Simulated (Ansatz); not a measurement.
**Preparing CaZnC2O6 (R-3) as a host crystal**

Before any defect goes in: CaZnC2O6 (R-3) at rest, and how it screens a charge.

Method: plane-wave PAW DFT, PBEsol; relaxation of the host's cell and atoms, in the first sound run; inputs show where later runs differ, in Ansatz 0.2.0.

## Step 1: The starting structure

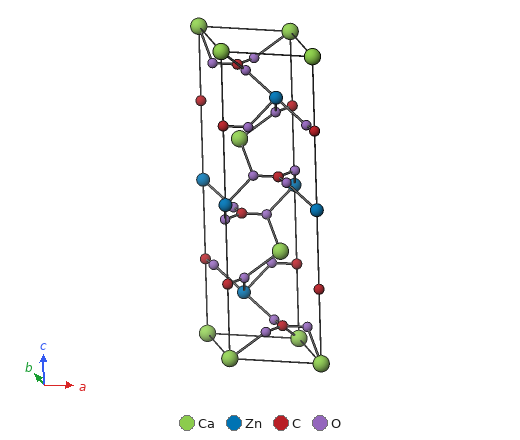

Start, viewed slightly off an axis; calcium green, zinc blue, carbon red, oxygen purple. This picture shows the conventional cell, with its axes. Bonds to atoms that aren't drawn are left out. Some periodic images of atoms are drawn too.

## Step 2: Host cell relaxation

Cell and atoms are relaxed together, until forces and stress fall under their thresholds.

Input file cell/input.yaml:

```yaml
crystal:
  lattice:
    - [2.433015, 1.4047018, 5.4440393]
    - [-2.433015, 1.4047018, 5.4440393]
    - [0.0, -2.8094037, 5.4440393]
  atoms:
    - { symbol: Ca, position: [1.0, 0.0, 0.0] }
    - { symbol: Zn, position: [0.5, 0.5, 0.5] }
    - { symbol: C, position: [0.757459, 0.757459, 0.757459] }
    - { symbol: C, position: [0.242541, 0.242541, 0.242541] }
    - { symbol: O, position: [0.726433, 0.03591, 0.505253] }
    - { symbol: O, position: [0.505253, 0.726433, 0.03591] }
    - { symbol: O, position: [0.03591, 0.505253, 0.726433] }
    - { symbol: O, position: [0.273567, 0.96409, 0.494747] }
    - { symbol: O, position: [0.494747, 0.273567, 0.96409] }
    - { symbol: O, position: [0.96409, 0.494747, 0.273567] }
basis:
  ecutwfc: 420
  xc_grid: 2
hamiltonian:
  xc: pbesol
kpoints:
  mp_grid: { grid: [7, 7, 7] }
scf:
  occupations: { method: fixed }
  max_iter: 100
relax:
  f_tol: 0.005
  max_steps: 60
  cell: {}
output:
  forces: true
  stress: true
checkpoint:
  write: "../cell.run"
  compress: false
  write_wavefunctions: false
  write_every: 100000
```

The run is started by

```
ansatz run input.yaml --threads 4 --pin off --max-ram 7536MiB --backend cpu --events-out ev --progress --plain --runs-dir out
```

Numbers of over 12 decimals in the logs are rounded to 6 here.

The program printed:

```text
[... repeated set-up lines and file paths are left out, and long positions are rounded to six places ...]
Engine: ansatz 0.2.0, aarch64-unknown-linux-gnu
Pseudopotentials: kind: paw
Pseudopotential: Ca, paw, valence charge 10, recommended cutoff 420 eV (normal), Ca.paw.azcp
Pseudopotential: Zn, paw, valence charge 12, recommended cutoff 420 eV (normal), Zn.paw.azcp
Pseudopotential: C, paw, valence charge 4, recommended cutoff 420 eV (normal), C.paw.azcp
Pseudopotential: O, paw, valence charge 6, recommended cutoff 420 eV (normal), O.paw.azcp
Functional definition: PBEsol
  exchange = pbesol_x
  correlation = pbesol_c
Crystal: 10 atoms, lattice volume = 111.635 Å³
Basis set: ecut = 420 eV, 2167 PW (Γ), exchange–correlation on 90×90×90 points (8 copies of the dense FFT grid, shifted against one another)
Bands: 43, of which v1, the nominal top of the filled ones, is band 33 counted from 1 (32 counted from 0)
Symmetry: 6 space group operations
Space group: R-3 (ITA 148), of the structure as read, at distance tolerance 4.8e-5 Å
k-points: 60 of 343
Non-local potential: Ca, projectors of the file, l = 0: 3, l = 1: 2, l = 2: 2
Non-local potential: Zn, projectors of the file, l = 0: 2, l = 1: 2, l = 2: 3, l = 3: 1
Non-local potential: C, projectors of the file, l = 0: 2, l = 1: 2, l = 2: 1
Non-local potential: O, projectors of the file, l = 0: 2, l = 1: 2, l = 2: 1
PAW form: soft (Blöchl's): semilocal exchange-correlation on the pseudo side does not see the compensation charge
PAW frozen core: Ca, regenerated for the run's functional, and the local potential with it (the file was generated under x = pbe(κ = 0.804, μ = 0.219515), c = pbe(β = 0.066725))
PAW frozen core: Zn, regenerated for the run's functional, and the local potential with it (the file was generated under x = pbe(κ = 0.804, μ = 0.219515), c = pbe(β = 0.066725))
PAW frozen core: C, regenerated for the run's functional, and the local potential with it (the file was generated under x = pbe(κ = 0.804, μ = 0.219515), c = pbe(β = 0.066725))
PAW frozen core: O, regenerated for the run's functional, and the local potential with it (the file was generated under x = pbe(κ = 0.804, μ = 0.219515), c = pbe(β = 0.066725))
PAW one-centre angular grid: Ca, 110 points (default); XC on 64 Gauss nodes
PAW one-centre angular grid: Zn, 590 points (default); XC on 64 Gauss nodes
PAW one-centre angular grid: C, 110 points (default); XC on 64 Gauss nodes
PAW one-centre angular grid: O, 110 points (default); XC on 64 Gauss nodes
Initial density: superposition of atomic densities (neutral atoms: chi_scale 0, normalization atom), corrected by the library's trained network
Initial wavefunctions: pseudopotential atomic-orbital guess
Functional: x = pbesol(κ = 0.804, μ = 0.123457), c = pbesol(β = 0.046)
SCF iter   1: F=—  HF=-8936.852774 eV  |F-HF|=—  |Δ(HF+E_count)|=         —  Δρ=1.21e-2  dr2=1.21e-1  ethr=1.77e-3  ⟨swp⟩=5.4  Hψ=9876  notcnv=0  defer=438
preconditioner: auto → Resta (q_TF=auto, 2.499 Å⁻¹)  ε∞=4.2  [insulator: Δε(μ)=3.795 eV  Ē_g=15.610 eV  n_scr=28 (ndim 8)  ℏωp=28.1 eV  f_vac=0.042  ε∞_Penn≈4.2]
SCF iter   2: F=—  HF=-8936.820906 eV  |F-HF|=—  |Δ(HF+E_count)|=   3.19e-2  Δρ=2.41e-3  dr2=5.92e-3  ethr=1.83e-4  ⟨swp⟩=2.0  Hψ=4579  notcnv=0  defer=474
SCF iter   3: F=—  HF=-8936.820482 eV  |F-HF|=—  |Δ(HF+E_count)|=   4.24e-4  Δρ=1.13e-3  dr2=1.23e-3  ethr=8.96e-6  ⟨swp⟩=2.1  Hψ=4449  notcnv=0  defer=420
automatic band count: iteration 3 solves 42 bands in place of 43: the levels show a gap, and the empty bands left out lie too high to hold charge; the band table lists the bands solved (type scf.n_extra_bands for more)
SCF iter   4: F=—  HF=-8936.820611 eV  |F-HF|=—  |Δ(HF+E_count)|=   1.29e-4  Δρ=2.79e-4  dr2=5.78e-5  ethr=1.87e-6  ⟨swp⟩=2.0  Hψ=3854  notcnv=0  defer=420
SCF iter   5: F=—  HF=-8936.820559 eV  |F-HF|=—  |Δ(HF+E_count)|=   5.20e-5  Δρ=1.85e-4  dr2=2.32e-5  ethr=8.76e-8  ⟨swp⟩=2.0  Hψ=3819  notcnv=0  defer=285
SCF iter   6: F=—  HF=-8936.820552 eV  |F-HF|=—  |Δ(HF+E_count)|=   6.84e-6  Δρ=4.56e-5  dr2=1.63e-6  ethr=3.51e-8  ⟨swp⟩=2.0  Hψ=3718  notcnv=0  defer=296
SCF iter   7: F=—  HF=-8936.820555 eV  |F-HF|=—  |Δ(HF+E_count)|=   2.61e-6  Δρ=1.09e-5  dr2=1.06e-7  ethr=2.48e-9  ⟨swp⟩=2.0  Hψ=4326  notcnv=0  defer=311
SCF iter   8: F=-8936.820555 eV  HF=-8936.820555 eV  |F-HF|=4.84e-9  |Δ(HF+E_count)|=   6.65e-8  Δρ=2.09e-6  dr2=6.26e-9  ethr=1.52e-10  ⟨swp⟩=4.0  Hψ=8100  notcnv=0
SCF 1 converged in 8 iterations: F = -8936.820555 eV  dr2 = 6.26e-9
  greatest PAW one-centre occupation: 0.996 electrons in one spin orbital (limit 2), on the Ca atom at site 0 (counted from 0), in its partial waves of l = 0
relax step   1: F+E_penalty+E_count = -8936.82055472 eV  Δ(F+E_penalty+E_count) = +0.000e0 eV  max|allowed force component| = 2.195e-1 eV/Å  Δτ_max = 0.0000 Å  P = -4.958 GPa  Ω = 111.635 Å³  (8 SCF iters, dr2 threshold 1.00e-7 eV, accepted)
[... the SCF cycles and remarks between the steps are left out from here to the last step ...]
relax step   2: F+E_penalty+E_count = -8936.90980066 eV  Δ(F+E_penalty+E_count) = -8.925e-2 eV  max|allowed force component| = 1.103e-1 eV/Å  Δτ_max = 0.0181 Å  P = -0.839 GPa  Ω = 107.087 Å³  energy of the carried Pulay correction = +2.310e-2 eV  (7 SCF iters, dr2 threshold 1.00e-6 eV, accepted)
relax step   3: F+E_penalty+E_count = -8936.91380842 eV  Δ(F+E_penalty+E_count) = -4.008e-3 eV  max|allowed force component| = 2.898e-1 eV/Å  Δτ_max = 0.0352 Å  P = +0.135 GPa  Ω = 106.680 Å³  energy of the carried Pulay correction = +2.521e-2 eV  (6 SCF iters, dr2 threshold 1.00e-6 eV, accepted)
relax step   4: F+E_penalty+E_count = -8936.91667691 eV  Δ(F+E_penalty+E_count) = -2.868e-3 eV  max|allowed force component| = 6.759e-2 eV/Å  Δτ_max = 0.0164 Å  P = +0.007 GPa  Ω = 106.808 Å³  energy of the carried Pulay correction = +2.454e-2 eV  (6 SCF iters, dr2 threshold 1.00e-6 eV, accepted)
relax step   5: F+E_penalty+E_count = -8936.91713467 eV  Δ(F+E_penalty+E_count) = -4.578e-4 eV  max|allowed force component| = 1.152e-2 eV/Å  Δτ_max = 0.0046 Å  P = -0.066 GPa  Ω = 106.811 Å³  energy of the carried Pulay correction = +2.453e-2 eV  (4 SCF iters, dr2 threshold 2.86e-7 eV, accepted)
relax step   6: F+E_penalty+E_count = -8936.91741035 eV  Δ(F+E_penalty+E_count) = -2.757e-4 eV  max|allowed force component| = 7.523e-3 eV/Å  Δτ_max = 0.0034 Å  P = +0.012 GPa  Ω = 106.763 Å³  energy of the carried Pulay correction = +2.478e-2 eV  (6 SCF iters, dr2 threshold 2.00e-8 eV, accepted)
relax step   7: F+E_penalty+E_count = -8936.91735582 eV  Δ(F+E_penalty+E_count) = +5.453e-5 eV  max|allowed force component| = 2.393e-4 eV/Å  Δτ_max = 0.0013 Å  P = -0.003 GPa  Ω = 106.779 Å³  energy of the carried Pulay correction = +2.470e-2 eV  (6 SCF iters, dr2 threshold 3.54e-9 eV, accepted)
relax step   8: F+E_penalty+E_count = -8936.89707224 eV  Δ(F+E_penalty+E_count) = +2.028e-2 eV  max|allowed force component| = 1.230e-3 eV/Å  Δτ_max = 0.0000 Å  P = -0.313 GPa  Ω = 106.779 Å³  stress off target by 3.15e-1 GPa  SCF on the basis re-selected at this cell (its energy is not comparable with the rows above)  (7 SCF iters)
relax step   9: F+E_penalty+E_count = -8936.89948657 eV  Δ(F+E_penalty+E_count) = -2.414e-3 eV  max|allowed force component| = 2.023e-3 eV/Å  Δτ_max = 0.0011 Å  P = +0.055 GPa  Ω = 106.389 Å³  energy of the carried Pulay correction = +2.103e-3 eV  (6 SCF iters, dr2 threshold 2.48e-7 eV, accepted)
relax step  10: F+E_penalty+E_count = -8936.89916962 eV  Δ(F+E_penalty+E_count) = +3.169e-4 eV  max|allowed force component| = 3.310e-4 eV/Å  Δτ_max = 0.0003 Å  P = -0.001 GPa  Ω = 106.452 Å³  energy of the carried Pulay correction = +1.773e-3 eV  (6 SCF iters, dr2 threshold 7.74e-9 eV, accepted)
iter 1 solved again at ethr=1.13e-7 eV; its pass at ethr=3.10e-3 eV (dr2=7.49e-5 eV) is discarded
SCF iter   1: F=—  HF=-8936.897409 eV  |F-HF|=—  |Δ(HF+E_count)|=         —  Δρ=2.85e-5  dr2=1.28e-7  ethr=1.13e-7  ⟨swp⟩=3.9  Hψ=17084  notcnv=0  defer=478
SCF iter   2: F=—  HF=-8936.897511 eV  |F-HF|=—  |Δ(HF+E_count)|=   1.01e-4  Δρ=1.45e-5  dr2=4.29e-8  ethr=1.95e-10  ⟨swp⟩=2.9  Hψ=5432  notcnv=0  defer=468
SCF iter   3: F=—  HF=-8936.897511 eV  |F-HF|=—  |Δ(HF+E_count)|=   4.72e-8  Δρ=4.64e-6  dr2=3.24e-9  ethr=6.50e-11  ⟨swp⟩=2.0  Hψ=3716  notcnv=0  defer=468
SCF iter   4: F=—  HF=-8936.897511 eV  |F-HF|=—  |Δ(HF+E_count)|=   3.75e-9  Δρ=9.14e-7  dr2=4.91e-10  ethr=4.91e-12  ⟨swp⟩=2.0  Hψ=4323  notcnv=0  defer=468
SCF iter   5: F=-8936.897511 eV  HF=-8936.897511 eV  |F-HF|=2.55e-11  |Δ(HF+E_count)|=  1.20e-10  Δρ=2.24e-7  dr2=3.01e-11  ethr=1.00e-12  ⟨swp⟩=5.0  Hψ=9203  notcnv=0
SCF 11 converged in 5 iterations: F = -8936.897511 eV  dr2 = 3.01e-11
relax step  11: F+E_penalty+E_count = -8936.89751074 eV  Δ(F+E_penalty+E_count) = +1.659e-3 eV  max|allowed force component| = 3.033e-4 eV/Å  Δτ_max = 0.0000 Å  P = -0.016 GPa  Ω = 106.452 Å³  stress off target by 2.40e-2 GPa  SCF on the basis re-selected at this cell (its energy is not comparable with the rows above)  (5 SCF iters)
basis re-selected at this cell: Δ(F+E_penalty+E_count) = +1.659e-3 eV, ΔP = -0.014 GPa vs the last step (what re-selecting the basis moved, of the pressure what is left beyond the Pulay correction that the steps carried, after the strain that the cell walked [...]
SCF converged after 5 iterations
Free energy (F): -8936.897511 eV
Harris-Foulkes:  -8936.897511 eV  (|F-HF|=2.55e-11)
Internal energy: -8936.897511 eV  (E = F + TS)
E sigma→0 (E₀):  -8936.897511 eV
Fermi energy:    5.571267 eV
--- Per-component energies (eV) ---
  E_band       = -242.882979
  E_kinetic    = 1642.682872
  E_local      = -4990.866314  (includes V_loc(G=0)·N_el)
  E_nonlocal   = 1033.751451
  E_hartree    = 1836.395729
  E_xc         = -799.363442
  E_vxc        = -896.357666  (∫ρ·V_xc dr)
  E_paw        = -3742.852043  (= ΣΔE_a)
  E_vpaw       = -704.899263  (= ΣTr[D̂ρ^β])
  E_aug_tail   = 0.014476  (compensation charges beyond the density's cutoff)
  E_ewald      = -3917.830319
  E_core_change = 1.170078  (= ΣΔE_core)
  E_smearing   = -0.000000  (= −TS)
  E_closure    = -0.000000  (closes the sum)
  Σ components = -8936.897511   (vs F -8936.897511, Δ=0.00e0)
--- Forces (eV/Å), atoms counted from 1 ---
  atom   1  Ca     0.00000000     0.00000000     0.00000000
  atom   2  Zn     0.00000000     0.00000000     0.00000000
  atom   3  C      0.00000000     0.00000000    -0.00015059
  atom   4  C     -0.00000000    -0.00000000     0.00015059
  atom   5  O      0.00025014    -0.00017343    -0.00002087
  atom   6  O      0.00002512     0.00030334    -0.00002087
  atom   7  O     -0.00027526    -0.00012991    -0.00002087
  atom   8  O     -0.00025014     0.00017343     0.00002087
  atom   9  O     -0.00002512    -0.00030334     0.00002087
  atom  10  O      0.00027526     0.00012991     0.00002087
  max |Σ_I F_I| component: 2.22e-18 eV/Å
--- Stress (GPa, compression-positive) ---
       -0.011461       0.000003       0.000000
       -0.000003      -0.011461       0.000000
       -0.000000       0.000000      -0.023956
  P = ⅓ Tr σ = -0.0156 GPa (-0.156 kbar)
--- Relaxed structure (9 steps of the walk, 9 accepted, 2 SCFs on fresh bases) ---
  F+E_penalty+E_count = -8936.89751074 eV   max|allowed force component| = 3.033e-4 eV/Å   (the final SCF, on the basis selected at the relaxed cell)
  cell:  # Å, volume = 106.4516 Å³
    - [2.404852, 1.388442, 5.313551]
    - [-2.404852, 1.388442, 5.313551]
    - [3.4787055914257286e-19, -2.776883, 5.313551]
  atoms:
    - { symbol: Ca, position: [1.0, -5.551115123125783e-17, 0.0] }
    - { symbol: Zn, position: [0.5, 0.5, 0.5] }
    - { symbol: C, position: [0.757724, 0.757724, 0.757724] }
    - { symbol: C, position: [0.242276, 0.242276, 0.242276] }
    - { symbol: O, position: [0.730511, 0.036385, 0.501920] }
    - { symbol: O, position: [0.501920, 0.730511, 0.036385] }
    - { symbol: O, position: [0.036385, 0.501920, 0.730511] }
    - { symbol: O, position: [0.269489, 0.963615, 0.498080] }
    - { symbol: O, position: [0.498080, 0.269489, 0.963615] }
    - { symbol: O, position: [0.963615, 0.498080, 0.269489] }
```

It took 30 s on 4 threads of Arm Neoverse V2, shared host; peak memory 0.62 GiB.

Step by step:

| step | energy less that of the first step (eV) | largest force component (eV/Å) | pressure (GPa) | volume (Å³) |
| --- | --- | --- | --- | --- |
| 1 | 0.0000 | 0.2195 | -4.96 | 111.64 |
| 2 | -0.0892 | 0.1103 | -0.84 | 107.09 |
| 3 | -0.0933 | 0.2898 | 0.14 | 106.68 |
| 4 | -0.0961 | 0.0676 | 0.01 | 106.81 |
| 5 | -0.0966 | 0.0115 | -0.07 | 106.81 |
| 6 | -0.0969 | 0.0075 | 0.01 | 106.76 |
| 7 | -0.0968 | 0.0002 | 0.00 | 106.78 |
| 8 | -0.0765 | 0.0012 | -0.31 | 106.78 |
| 9 | -0.0789 | 0.0020 | 0.06 | 106.39 |
| 10 | -0.0786 | 0.0003 | 0.00 | 106.45 |
| 11* | -0.0770 | 0.0003 | -0.02 | 106.45 |

Relaxation steps marked * repeat the geometry before them on a plane-wave basis chosen anew for their cell, so energy and pressure can jump there. The log counts 2 steps on a newly chosen plane-wave basis, not all of them marked here; energy and pressure can jump at such steps.

The run keeps the 6 symmetry operations that it works with, so distortions that break them were not tested.

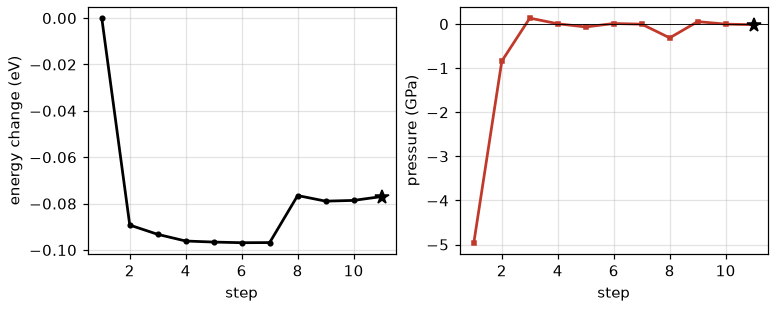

Energy and pressure along the relaxation. Stars mark steps on a basis chosen anew.

| conventional cell, symmetrised | before | after | change |
| --- | --- | --- | --- |
| a (Å) | 4.866 | 4.810 | -1.2 % |
| b (Å) | 4.866 | 4.810 | -1.2 % |
| c (Å) | 16.332 | 15.941 | -2.4 % |
| volume (Å³/atom) | 11.16 | 10.65 | -4.6 % |

The atoms that moved most (Å, as changes of fractional coordinates times the final cell):

| atom | dx | dy | dz | length |
| --- | --- | --- | --- | --- |
| O9 | 0.018 | 0.000 | -0.006 | 0.019 |
| O6 | -0.018 | 0.000 | 0.006 | 0.019 |
| O8 | -0.009 | -0.016 | -0.006 | 0.019 |
| O5 | 0.009 | 0.016 | 0.006 | 0.019 |
| O10 | -0.009 | 0.015 | -0.006 | 0.019 |
| O7 | 0.009 | -0.015 | 0.006 | 0.019 |

This step gave:

```
pressure : -0.01563 GPa
```

The relaxation ends with a largest force component of 3.0e-4 eV/Å and a pressure of -0.02 GPa.

(Continued in part 2 of 4.)

[Logs are printed without paths, hosts, clocks, repeated set-up lines and the standing remarks that a program may print on its own settings, such as how far it seeks lower states.]

[Hosts, paths, dates, database ids (printed as entryN), source tags and the programs' standing remarks are cut or masked in the printed files.]

[Runs of the host that timed out are not shown.]

[For some hosts the program warned that the k-mesh of the response run may be too coarse for force constants and the static dielectric constant; such warnings are not always shown.]
